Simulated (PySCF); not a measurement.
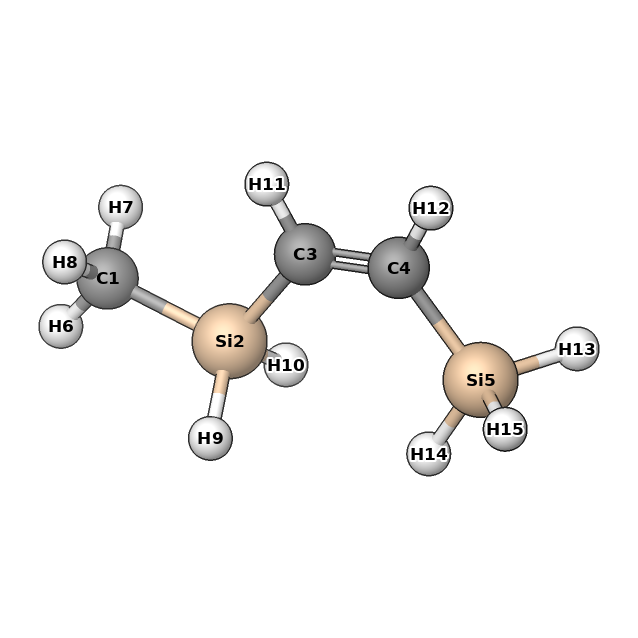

Computed geometry: PBE0-D3(BJ)/def2-SVP optimisation. No frequency run is at hand to confirm it as a minimum. Method: delta-SCF UKS SCAN, pcX-2 on the ionised atom, pcseg-1 elsewhere, spin-free X2C (PySCF 2.14.0).

Give the core-electron binding energies (to vacuum; p and d levels without spin–orbit splitting) of C1 1s, Si2 1s, Si2 2p, C3 1s, C4 1s, Si5 1s, Si5 2p.

```tsv
atom	level	binding energy (eV)
C1	1s	290.2
Si2	1s	1846.1
Si2	2p	106.5
C3	1s	290.0
C4	1s	290.0
Si5	1s	1846.4
Si5	2p	106.8
```
